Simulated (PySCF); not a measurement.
# C3H5NSSi: electronic excitations and core binding energies

Aim: predict the electronic excitations and core binding energies of C3H5NSSi (`[H]/N=C\C1=C[SiH2]S1`).

Computed with PySCF 2.14.0, with density-fitted response routines of our own, on a single molecule in the gas phase. Atoms are numbered from 0 throughout.

### 1 Starting geometry

11 atoms, charge 0, multiplicity 1; geometry from: GFN2-xTB.

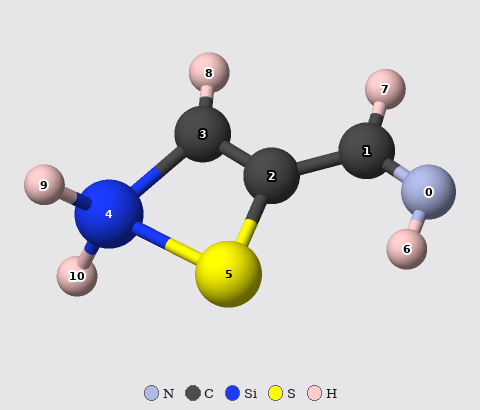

The starting geometry (nitrogen light blue, carbon dark grey, silicon blue, sulfur yellow, hydrogen pink), atoms numbered.

### 2 TDDFT and polarisability: PBE0/def2-SVPD

Job settings and geometry (Å):

```
{"job": {"kind": "uv", "xc": "PBE0", "basis": "def2-SVPD", "nstates": 8, "ntriplets": 3}, "charge": 0, "multiplicity": 1}
N     -2.571890     0.645775     0.912469
C     -1.759911    -0.233481     0.525070
C     -0.348988    -0.060345     0.229174
C      0.563356    -0.967629    -0.188666
Si     2.054725     0.158185    -0.291494
S      0.450039     1.519843     0.390548
H     -2.155047     1.573001     1.019111
H     -2.140556    -1.244583     0.391420
H      0.357525    -2.008491    -0.371333
H      3.057399     0.047529     0.753123
H      2.498773     0.572866    -1.610456
```

Method: TDDFT PBE0/def2-SVPD, vertical, gas phase, core orbitals frozen in the response.

Started as:

```
$ OMP_NUM_THREADS=1 python probes_run.py task.json out
```

The driver reads the jobs from task.json and runs them one after another.

What it wrote:

```text
coarse grid: 10672 points
cycle   1  E = -858.8017575836  dE =  8.160e-01  |g| = 3.943e-01  |ddm| = 6.181e+00
cycle   2  E = -858.7583549998  dE =  4.340e-02  |g| = 5.964e-01  |ddm| = 2.598e+00
cycle   3  E = -858.8422291598  dE = -8.387e-02  |g| = 1.131e-01  |ddm| = 1.853e+00
cycle   4  E = -858.8451390246  dE = -2.910e-03  |g| = 3.848e-02  |ddm| = 2.730e-01
cycle   5  E = -858.8454920926  dE = -3.531e-04  |g| = 1.399e-02  |ddm| = 1.118e-01
cycle   6  E = -858.8455461075  dE = -5.401e-05  |g| = 4.792e-03  |ddm| = 3.409e-02
cycle   7  E = -858.8455525168  dE = -6.409e-06  |g| = 1.262e-03  |ddm| = 1.364e-02
final grid: 95152 points
cycle   8  E = -858.9378471983  dE = -1.144e-05  |g| = 7.994e-03  |ddm| = 8.378e-02
cycle   9  E = -858.9378288238  dE =  1.837e-05  |g| = 1.123e-02  |ddm| = 5.012e-02
cycle  10  E = -858.9378646866  dE = -3.586e-05  |g| = 7.600e-04  |ddm| = 2.938e-02
cycle  11  E = -858.9378648300  dE = -1.434e-07  |g| = 3.169e-04  |ddm| = 2.714e-03
cycle  12  E = -858.9378648523  dE = -2.232e-08  |g| = 8.719e-05  |ddm| = 9.349e-04
cycle  13  E = -858.9378648538  dE = -1.486e-09  |g| = 2.757e-05  |ddm| = 1.780e-04
cycle  14  E = -858.9378648540  dE = -2.090e-10  |g| = 1.017e-05  |ddm| = 7.033e-05
converged SCF energy = -858.9378648540

Static polarisability (au): isotropic 88.848, principal 60.971 85.976 119.598

Singlet excitations
state   eV       nm        f      main configurations
  1   3.7649    329.3   0.03859   H->L 0.96
  2   4.1789    296.7   0.00435   H-1->L 0.98
  3   4.5113    274.8   0.00614   H->L+1 0.98
  4   5.1735    239.7   0.00107   H->L+2 0.94
  5   5.4553    227.3   0.00001   H-3->L 0.97
  6   5.9206    209.4   0.00236   H->L+3 0.99
  7   5.9538    208.2   0.05762   H-1->L+1 0.53, H-2->L 0.42
  8   6.2553    198.2   0.25783   H-2->L 0.45, H-1->L+1 0.44

Triplet excitations (Tamm-Dancoff, eV): 2.6510 3.4499 4.2591
```

Wall time 36 s (1 thread of Arm Neoverse N1, shared host); peak memory 0.69 GiB.

Frontier orbitals and where they lie:

```csv
orbital,eV,atoms
HOMO−3,-8.87,"S5 55 %, Si4 15 %, C3 13 %"
HOMO−2,-8.76,"N0 26 %, C2 16 %, S5 15 %"
HOMO−1,-7.86,"N0 57 %, C1 14 %, H6 7 %"
HOMO,-6.72,"S5 54 %, C3 21 %, C2 15 %"
LUMO,-2.02,"N0 23 %, C3 23 %, C2 20 %"
LUMO+1,-0.89,"Si4 46 %, S5 19 %, H10 11 %"
LUMO+2,-0.06,"S5 44 %, Si4 23 %, C2 10 %"
```

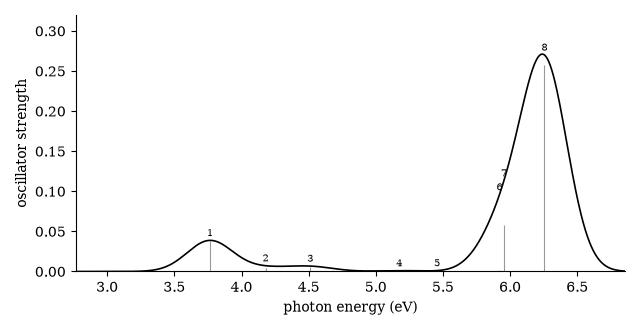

Absorption spectrum from the 8 singlet states computed; above the last one it falls off for lack of states. Lines are broadened to a width of 0.40 eV (Gaussian).

Ground-state properties from the same run:

```csv
property,computed
dipole moment (D),3.67
polarisability (Å³),13.17
HOMO–LUMO gap (eV),4.70
−ε(HOMO) (eV),6.72
```

### 3 X-ray photoelectron lines: SCAN, X2C

Same as in step 2 but for these lines:

```diff
@@ -1,2 +1,2 @@
-{"job": {"kind": "uv", "xc": "PBE0", "basis": "def2-SVPD", "nstates": 8, "ntriplets": 3}, "charge": 0, "multiplicity": 1}
+{"job": {"kind": "xps"}, "charge": 0, "multiplicity": 1}
 N     -2.571890     0.645775     0.912469
```

With the program's defaults for keys left out, this is: delta-SCF UKS SCAN, pcX-2 on the ionised atom, pcseg-1 elsewhere, spin-free X2C.

What it wrote:

```text
ground state, core basis on atom 0 (N), 148 functions
  cycle   1  E = -861.15947556  |g| = 4.73e-01
  cycle   2  E = -861.06235769  |g| = 7.73e-01
  cycle   3  E = -861.21013768  |g| = 2.04e-01
  cycle   4  E = -861.21908867  |g| = 6.77e-02
  cycle   5  E = -861.22005332  |g| = 3.71e-02
  cycle   6  E = -861.22046795  |g| = 1.14e-02
  cycle   7  E = -861.22050234  |g| = 4.23e-03
  cycle   8  E = -861.22050915  |g| = 1.60e-03
  cycle   9  E = -861.22050571  |g| = 4.54e-04
  E(ground) = -861.27397500 Eh
hole in N 1s of atom 0
  cycle   1  E = -845.63264608  |g| = 1.85e+00
  cycle   2  E = -843.82957525  |g| = 2.45e+00
  cycle   3  E = -845.97876021  |g| = 7.73e-01
  cycle   4  E = -845.85516755  |g| = 8.44e-01
  cycle   5  E = -846.33713136  |g| = 1.75e-01
  cycle   6  E = -846.35560253  |g| = 8.47e-02
  cycle   7  E = -846.35777899  |g| = 6.81e-02
  cycle   8  E = -846.36055902  |g| = 2.72e-02
  cycle   9  E = -846.36117492  |g| = 9.99e-03
  cycle  10  E = -846.36137338  |g| = 8.27e-03
  cycle  11  E = -846.36149950  |g| = 8.16e-03
  cycle  12  E = -846.36169214  |g| = 8.15e-03
  cycle  13  E = -846.36213670  |g| = 5.60e-03
  cycle  14  E = -846.36220930  |g| = 3.96e-03
  cycle  15  E = -846.36219253  |g| = 4.21e-03
  cycle  16  E = -846.36224127  |g| = 2.61e-03
  cycle  17  E = -846.36224637  |g| = 8.39e-04
  cycle  18  E = -846.36224597  |g| = 1.11e-03
  cycle  19  E = -846.36224513  |g| = 1.04e-03
  cycle  20  E = -846.36224847  |g| = 2.32e-04
  E(ion) = -846.41514605 Eh   <S^2> = 0.9846   hole on atom = 1.000   binding energy = 404.329 eV
ground state, core basis on atom 1 (C), 148 functions
  cycle   1  E = -861.21056719  |g| = 5.85e-02
  cycle   2  E = -861.21020021  |g| = 4.33e-02
  cycle   3  E = -861.20989290  |g| = 5.38e-02
  cycle   4  E = -861.21062446  |g| = 1.14e-02
  cycle   5  E = -861.21066450  |g| = 1.50e-03
  cycle   6  E = -861.21066631  |g| = 6.44e-04
  cycle   7  E = -861.21066603  |g| = 1.92e-04
  E(ground) = -861.26580500 Eh
hole in C 1s of atom 1
  cycle   1  E = -849.90663624  |g| = 1.51e+00
  cycle   2  E = -847.60591240  |g| = 2.40e+00
  cycle   3  E = -849.83216119  |g| = 9.97e-01
  cycle   4  E = -850.12819445  |g| = 7.51e-01
  cycle   5  E = -850.35505186  |g| = 4.40e-01
  cycle   6  E = -850.45798955  |g| = 1.78e-01
  cycle   7  E = -850.47877085  |g| = 4.47e-02
  cycle   8  E = -850.47920892  |g| = 3.66e-02
  cycle   9  E = -850.48001799  |g| = 8.06e-03
  cycle  10  E = -850.48011560  |g| = 6.66e-03
  cycle  11  E = -850.48022198  |g| = 6.65e-03
  cycle  12  E = -850.48014945  |g| = 5.72e-03
  cycle  13  E = -850.47999375  |g| = 3.43e-03
  cycle  14  E = -850.47997261  |g| = 2.55e-03
  cycle  15  E = -850.47997274  |g| = 1.67e-03
  cycle  16  E = -850.47997375  |g| = 2.61e-03
  cycle  17  E = -850.47997530  |g| = 1.39e-03
  cycle  18  E = -850.47997682  |g| = 6.64e-04
  cycle  19  E = -850.47997702  |g| = 3.77e-04
  E(ion) = -850.53428125 Eh   <S^2> = 0.8099   hole on atom = 1.000   binding energy = 292.020 eV
ground state, core basis on atom 2 (C), 148 functions
  cycle   1  E = -861.21069096  |g| = 6.03e-02
  cycle   2  E = -861.21031871  |g| = 4.44e-02
  cycle   3  E = -861.20995661  |g| = 5.60e-02
  cycle   4  E = -861.21079681  |g| = 1.05e-02
  cycle   5  E = -861.21083148  |g| = 2.19e-03
  cycle   6  E = -861.21082928  |g| = 7.21e-04
  cycle   7  E = -861.21082986  |g| = 1.98e-04
  E(ground) = -861.26604598 Eh
hole in C 1s of atom 2
  cycle   1  E = -849.89663499  |g| = 1.52e+00
  cycle   2  E = -847.75175719  |g| = 2.59e+00
  cycle   3  E = -850.26107326  |g| = 6.46e-01
  cycle   4  E = -850.10078384  |g| = 8.07e-01
  cycle   5  E = -850.45218511  |g| = 2.57e-01
  cycle   6  E = -850.48673563  |g| = 1.06e-01
  cycle   7  E = -850.49280329  |g| = 4.00e-02
  cycle   8  E = -850.49412622  |g| = 1.52e-02
  cycle   9  E = -850.49452279  |g| = 1.07e-02
  cycle  10  E = -850.49490292  |g| = 8.68e-03
  cycle  11  E = -850.49517311  |g| = 5.71e-03
  cycle  12  E = -850.49526009  |g| = 3.73e-03
  cycle  13  E = -850.49532534  |g| = 2.48e-03
  cycle  14  E = -850.49535512  |g| = 1.41e-03
  cycle  15  E = -850.49536521  |g| = 6.68e-04
  cycle  16  E = -850.49536617  |g| = 2.65e-04
  E(ion) = -850.55021151 Eh   <S^2> = 0.9425   hole on atom = 1.000   binding energy = 291.593 eV
ground state, core basis on atom 3 (C), 148 functions
  cycle   1  E = -861.21018193  |g| = 6.00e-02
  cycle   2  E = -861.20960072  |g| = 5.18e-02
  cycle   3  E = -861.20950588  |g| = 5.28e-02
  cycle   4  E = -861.21027974  |g| = 1.27e-02
  cycle   5  E = -861.21032605  |g| = 3.14e-03
  cycle   6  E = -861.21032657  |g| = 5.20e-04
  cycle   7  E = -861.21032830  |g| = 2.08e-04
  E(ground) = -861.26527365 Eh
hole in C 1s of atom 3
  cycle   1  E = -849.94751142  |g| = 1.52e+00
  cycle   2  E = -848.37145251  |g| = 2.26e+00
  cycle   3  E = -850.27957432  |g| = 6.83e-01
  cycle   4  E = -850.32735750  |g| = 6.43e-01
  cycle   5  E = -850.54745735  |g| = 1.32e-01
  cycle   6  E = -850.55284399  |g| = 7.15e-02
  cycle   7  E = -850.55563780  |g| = 2.89e-02
  cycle   8  E = -850.55612855  |g| = 9.04e-03
  cycle   9  E = -850.55619450  |g| = 4.28e-03
  cycle  10  E = -850.55621239  |g| = 2.45e-03
  cycle  11  E = -850.55622819  |g| = 1.60e-03
  cycle  12  E = -850.55623805  |g| = 1.16e-03
  cycle  13  E = -850.55624394  |g| = 9.81e-04
  cycle  14  E = -850.55625155  |g| = 7.05e-04
  cycle  15  E = -850.55625677  |g| = 5.21e-04
  cycle  16  E = -850.55625772  |g| = 4.15e-04
  E(ion) = -850.61057631 Eh   <S^2> = 0.7937   hole on atom = 1.000   binding energy = 289.929 eV
ground state, core basis on atom 4 (Si), 159 functions
  cycle   1  E = -861.30336953  |g| = 2.87e-01
  cycle   2  E = -861.30251986  |g| = 6.70e-02
  cycle   3  E = -861.29671898  |g| = 1.51e-01
  cycle   4  E = -861.30355841  |g| = 1.98e-02
  cycle   5  E = -861.30364052  |g| = 8.27e-03
  cycle   6  E = -861.30365570  |g| = 1.46e-03
  cycle   7  E = -861.30365674  |g| = 3.56e-04
  E(ground) = -861.31668683 Eh
hole in Si 1s of atom 4
  cycle   1  E = -792.33780922  |g| = 4.35e+00
  cycle   2  E = -789.74201271  |g| = 2.84e+00
  cycle   3  E = -781.55237955  |g| = 3.49e+00
  cycle   4  E = -793.13046541  |g| = 6.99e-01
  cycle   5  E = -793.09107961  |g| = 7.63e-01
  cycle   6  E = -793.38327053  |g| = 2.02e-01
  cycle   7  E = -793.39889397  |g| = 1.09e-01
  cycle   8  E = -793.40452577  |g| = 4.46e-02
  cycle   9  E = -793.40567965  |g| = 1.07e-02
  cycle  10  E = -793.40573685  |g| = 4.58e-03
  cycle  11  E = -793.40575089  |g| = 1.41e-03
  cycle  12  E = -793.40575258  |g| = 4.58e-04
  E(ion) = -793.42694448 Eh   <S^2> = 0.7530   hole on atom = 1.000   binding energy = 1847.374 eV
hole in Si 2p of atom 4
  cycle   1  E = -856.99530055  |g| = 1.24e+00
  cycle   2  E = -854.37868947  |g| = 2.04e+00
  cycle   3  E = -855.87727419  |g| = 1.44e+00
  cycle   4  E = -857.25983266  |g| = 3.20e-01
  cycle   5  E = -857.28239611  |g| = 2.85e-01
  cycle   6  E = -857.32563088  |g| = 7.57e-02
  cycle   7  E = -857.32723432  |g| = 5.11e-02
  cycle   8  E = -857.32871998  |g| = 9.55e-03
  cycle   9  E = -857.32876729  |g| = 2.78e-03
  cycle  10  E = -857.32877041  |g| = 1.87e-03
  cycle  11  E = -857.32877284  |g| = 5.04e-04
  cycle  12  E = -857.32877289  |g| = 3.05e-04
  E(ion) = -857.35323554 Eh   <S^2> = 0.7542   hole on atom = 1.002   binding energy = 107.851 eV
  2p3/2 = 107.586 eV   2p1/2 = 108.212 eV
ground state, core basis on atom 5 (S), 159 functions
  cycle   1  E = -861.35560073  |g| = 4.06e-01
  cycle   2  E = -861.35499261  |g| = 6.29e-02
  cycle   3  E = -861.35165197  |g| = 1.24e-01
  cycle   4  E = -861.35596052  |g| = 2.88e-02
  cycle   5  E = -861.35616892  |g| = 9.21e-03
  cycle   6  E = -861.35618703  |g| = 3.02e-03
  cycle   7  E = -861.35619100  |g| = 6.92e-04
  cycle   8  E = -861.35618814  |g| = 1.96e-04
  E(ground) = -861.39659121 Eh
hole in S 1s of atom 5
  cycle   1  E = -769.11924647  |g| = 5.08e+00
  cycle   2  E = -767.78187612  |g| = 2.66e+00
  cycle   3  E = -764.52141600  |g| = 2.78e+00
  cycle   4  E = -770.25681554  |g| = 4.16e-01
  cycle   5  E = -770.09294757  |g| = 7.11e-01
  cycle   6  E = -770.34337279  |g| = 9.20e-02
  cycle   7  E = -770.34401297  |g| = 7.26e-02
  cycle   8  E = -770.34671655  |g| = 2.89e-02
  cycle   9  E = -770.34717933  |g| = 6.43e-03
  cycle  10  E = -770.34719980  |g| = 1.87e-03
  cycle  11  E = -770.34720096  |g| = 5.93e-04
  cycle  12  E = -770.34720167  |g| = 1.78e-04
  E(ion) = -770.37856512 Eh   <S^2> = 0.7515   hole on atom = 1.000   binding energy = 2476.727 eV
hole in S 2p of atom 5
  cycle   1  E = -854.67754982  |g| = 1.54e+00
  cycle   2  E = -853.10981389  |g| = 1.92e+00
  cycle   3  E = -854.49315869  |g| = 1.07e+00
  cycle   4  E = -855.06753632  |g| = 3.37e-01
  cycle   5  E = -855.06173919  |g| = 3.39e-01
  cycle   6  E = -855.12648643  |g| = 9.39e-02
  cycle   7  E = -855.13085893  |g| = 3.99e-02
  cycle   8  E = -855.13166647  |g| = 8.68e-03
  cycle   9  E = -855.13170497  |g| = 2.97e-03
  cycle  10  E = -855.13171175  |g| = 1.33e-03
  cycle  11  E = -855.13171387  |g| = 7.11e-04
  cycle  12  E = -855.13171376  |g| = 5.78e-04
  cycle  13  E = -855.13171619  |g| = 5.50e-04
  cycle  14  E = -855.13171774  |g| = 5.14e-04
  cycle  15  E = -855.13172373  |g| = 4.51e-04
  E(ion) = -855.17773576 Eh   <S^2> = 0.7545   hole on atom = 1.001   binding energy = 169.224 eV
  2p3/2 = 168.962 eV   2p1/2 = 170.206 eV
```

Wall time 2.4 min (1 thread of Arm Neoverse N1, shared host); peak memory 0.45 GiB.

Binding energies by hole, beside the orbital energy of the ground state; the difference holds orbital relaxation and, for a density functional, its self-interaction error:

```csv
hole,stands for,environment,ΔSCF (eV; 2p as the shell's mean),−ε (eV),⟨S²⟩
N1s on N0,N0,imine nitrogen,404.33 (doubtful),386.0,0.985
C1s on C1,C1,C=N carbon,292.02,275.2,0.810
C1s on C2,C2,fully substituted alkene carbon,291.59 (doubtful),275.5,0.942
C1s on C3,C3,alkene CH,289.93,274.1,0.794
Si1s on Si4,Si4,"silicon bonded to C, S, 2 H, in a 4-membered ring",1847.37,1794.5,0.753
Si2p on Si4,Si4,"silicon bonded to C, S, 2 H, in a 4-membered ring",107.79,97.3,0.754
S1s on S5,S5,"sulfur bonded to C, Si, in a 4-membered ring",2476.73,2414.9,0.751
S2p on S5,S5,"sulfur bonded to C, Si, in a 4-membered ring",169.38,158.0,0.755
```

Doubtful: the ion did not converge, its hole moved, or its ⟨S²⟩ is well above 0.75.

With the spin-orbit splitting: Si4 2p3/2 107.59, 2p1/2 108.21 eV; S5 2p3/2 168.96, 2p1/2 170.21 eV. The table gives each 2p level as the mean over the whole 2p shell (two parts 2p3/2, one part 2p1/2), which differs a little from the single hole in the log.

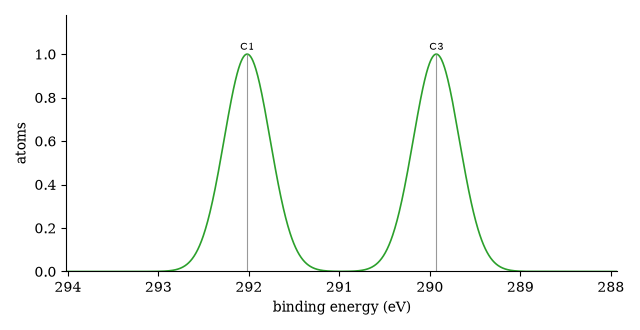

The C1s photoelectron lines, weighted by the number of atoms. Only 2 of the 3 C atoms are covered by sound results. Lines are broadened to a width of 0.60 eV (Gaussian).

### 4 Summary of results

| quantity | value |
| --- | --- |
| lowest singlet (PBE0/def2-SVPD) | 3.76 eV (329 nm), f = 0.039 |
| brightest single state of those computed | state 8, 6.26 eV, f = 0.258 |
| lowest triplet | 2.65 eV |
| C1s binding energies, SCAN/pcX-2 (standing for 2 of 3 atoms) | C1 292.02, C3 289.93 eV |
| Si1s binding energies, SCAN/pcX-2 | Si4 1847.37 eV |
| Si2p binding energies, SCAN/pcX-2 | Si4 107.79 eV |
| S1s binding energies, SCAN/pcX-2 | S5 2476.73 eV |
| S2p binding energies, SCAN/pcX-2 | S5 169.38 eV |

**Reading.** The first singlet state (HOMO→LUMO 0.96) lies at 3.76 eV and is weak; of the 8 states computed, the strongest absorption comes from state 8 at 6.26 eV (the last computed, so partners may be missing). The lowest triplet lies 1.11 eV below the lowest singlet (triplets in Tamm-Dancoff, singlets in full TDDFT). C1 (C=N carbon) binds its C1s electron 2.09 eV more tightly than C3 (alkene CH). Only 2 of the 3 C atoms are covered by sound results.
